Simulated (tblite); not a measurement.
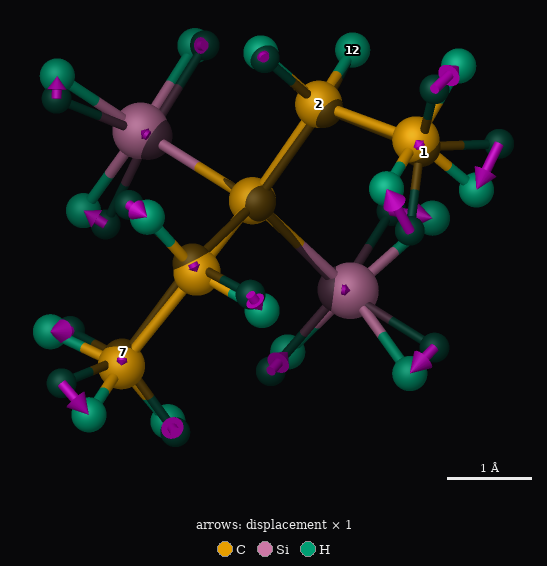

This is a relaxation of C5H16Si2. The starting structure is drawn faded, the final one solid; purple arrows show the displacements, at their true length. The two geometries are superimposed by the best rigid fit.

Style: ball-and-stick. Shown from a free direction.

All numbers below come from GFN2-xTB geometry optimisation, gas phase (tblite). 

Q: Atoms of which element are displaced furthest, and by how much?

A: Hydrogen: up to 0.72 Å, against 0.12 Å for carbon.

Q: What happened in the run?

A: The energy falls by 55.3 kJ/mol in 116 geometry steps. The largest move after the best rigid fit is that of an H atom, 0.72 Å. By element the largest moves are H 0.72 Å, C 0.12 Å, Si 0.11 Å. Some distances before and after: C–Si 1.850 → 1.915 Å, C–C 1.478 → 1.536 Å, C–C 1.510 → 1.542 Å, C–H 1.125 → 1.096 Å. Bond angles that change, for instance: Si–C–Si 103.7° → 110.0°, C–Si–H 107.7° → 112.8°, H–Si–H 113.2° → 108.2°. Groups turn about C–C by about 35°, C–Si by about 20°. The run took 3.3 s on 1 thread of Intel(R) Xeon(R) Processor @ 2.50GHz, on a shared host.
